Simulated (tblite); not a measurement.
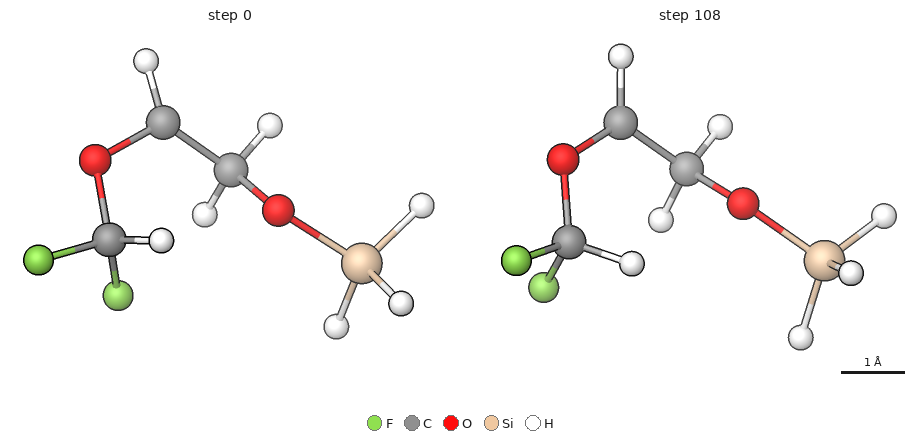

The structure of C₃H₇F₂O₂Si (multiplicity 2) before (left) and after (right) a relaxation, at one scale.

Style: ball-and-stick. Shown at a tilt.

Level of theory: GFN2-xTB geometry optimisation, gas phase (tblite 0.8.0). 

> Describe what moved and what it gained.

The energy falls by 6.41 kcal/mol in 108 geometry steps. An H atom moves most after the best rigid fit: 0.72 Å. By element the largest moves are H 0.72 Å, F 0.62 Å, O 0.23 Å, C 0.16 Å, Si 0.09 Å. Some distances before and after: C–O 1.421 → 1.355 Å, O–Si 1.663 → 1.627 Å, H–Si 1.483 → 1.453 Å, C–F 1.366 → 1.339 Å. Bond angles that change, for instance: O–Si–H 110.0° → 98.5°, C–O–Si 117.8° → 128.4°, F–C–H 112.5° → 107.4°.
